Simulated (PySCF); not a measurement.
## Electronic structure of C3H5BF2O2 (SMILES FB(F)[C@H]1COCO1) in real space

```yaml
atoms:
  - { symbol: F, position_ang: [2.7855, -0.6888, 0.1519] }
  - { symbol: B, position_ang: [1.7571, -0.0929, -0.4126] }
  - { symbol: F, position_ang: [2.0413, 1.0405, -1.0040] }
  - { symbol: C, position_ang: [0.2864, -0.7116, -0.3193] }
  - { symbol: C, position_ang: [-0.3644, -0.4405, 1.0816] }
  - { symbol: O, position_ang: [-1.5111, 0.3234, 0.7906] }
  - { symbol: C, position_ang: [-1.3097, 0.8599, -0.4873] }
  - { symbol: O, position_ang: [-0.6463, -0.1205, -1.2240] }
  - { symbol: H, position_ang: [0.2922, -1.7854, -0.5358] }
  - { symbol: H, position_ang: [0.3184, 0.1181, 1.7352] }
  - { symbol: H, position_ang: [-0.6788, -1.3564, 1.5829] }
  - { symbol: H, position_ang: [-2.2746, 1.0714, -0.9508] }
  - { symbol: H, position_ang: [-0.7002, 1.7834, -0.4261] }
```

Geometry: GFN2-xTB.

The calculation used PBE0/pcSseg-1, SCF density, gas phase, non-relativistic in PySCF.

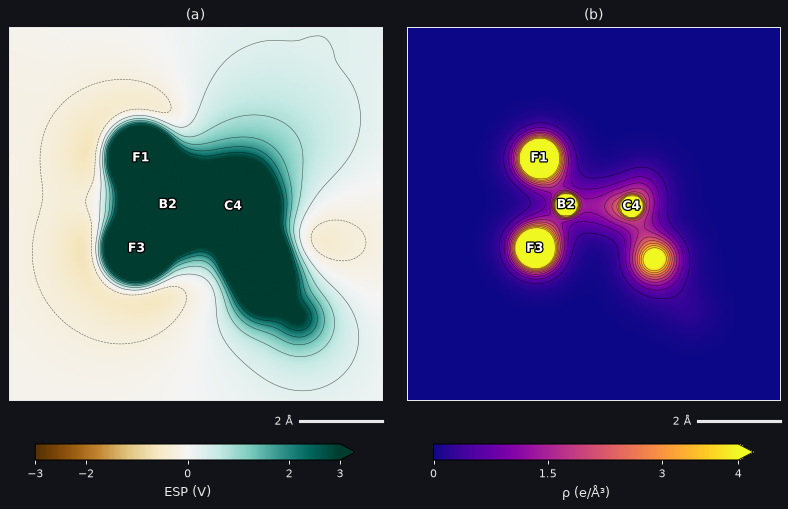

Figure 1. (a) electrostatic potential; (b) electron density on the plane of atoms F3, B2 and C4.

Q: Describe what can be read from this map.

A:
- The plane passes through F, B and C nuclei.
- B–F (1.31 Å): ρ at the midpoint is about 2.3 e/Å³.
- C–B (1.60 Å): ρ at the midpoint is about 1.4 e/Å³.
- Outside the dense part of the molecule the potential is most negative (−0.7 V) near F3.

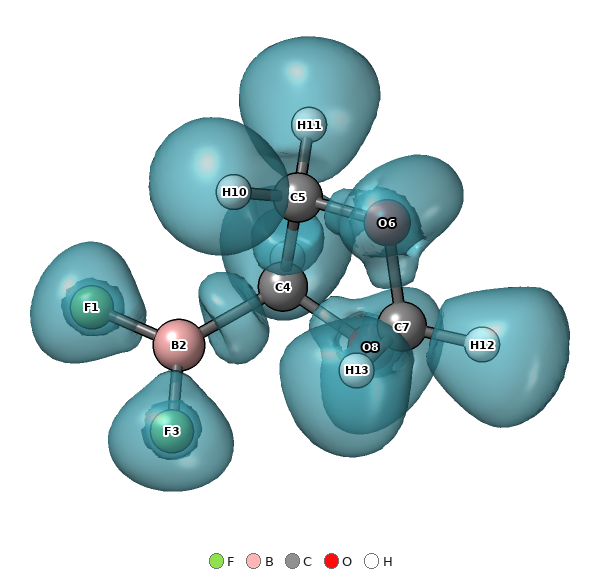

Figure 2. Isosurface of the electron localisation function at 0.75 (cyan), seen at a tilt. Core shells and regions of very low density are left out.

Q: Where are the electrons localised?

A: The ELF exceeds this value in one region between bonded B–C atoms (shared pairs), one region between bonded C–C atoms (shared pairs), five regions around hydrogen nuclei, two regions on F in which the atom's valence shell and bonds are merged and two regions on O in which the atom's valence shell and bonds are merged. Profiles from the grid: B–F (1.31 Å): the ELF peaks at about 0.85 between the atoms: a polar covalent bond. C–O (1.39 Å): the ELF peaks at about 0.90 between the atoms: a shared but strongly polarised pair.

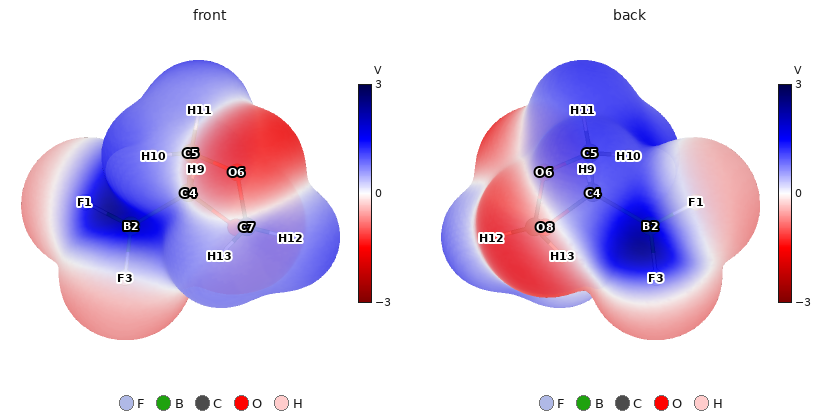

Figure 3. The molecular electrostatic potential painted on the density surface at 0.002 e/bohr³, seen from the front and from behind; red is negative and blue positive.

Q: Describe the electrostatic potential map.

A: The most negative region (about −1.3 V) lies over O6 and O8, the most positive (about +2.3 V) over B2.

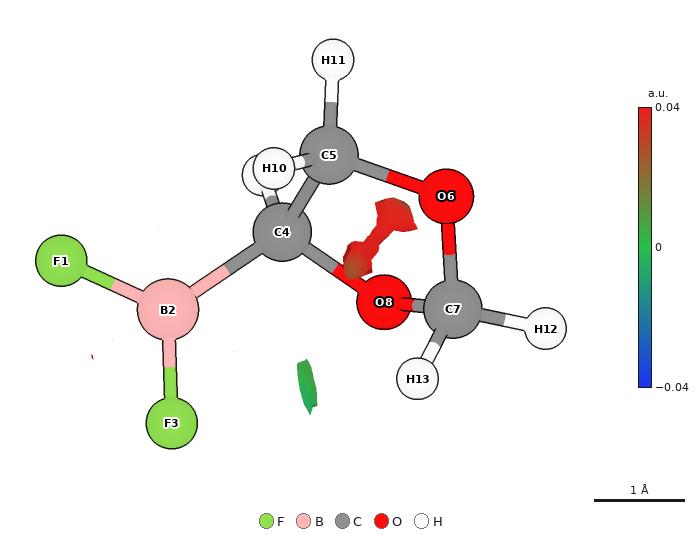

Figure 4. Non-covalent interaction (NCI) plot: the surface where the reduced density gradient is 0.6, for densities under 0.05 a.u., coloured by sign(λ₂)ρ; seen across its widest extent.

Q: Which non-covalent interactions does the plot reveal?

A:
- Between H13 and C7 on one side and F3 and B2 on the other: a weak contact (green)
- Inside the ring or cage of C4, C5, O6, C7 and O8: steric crowding (red)
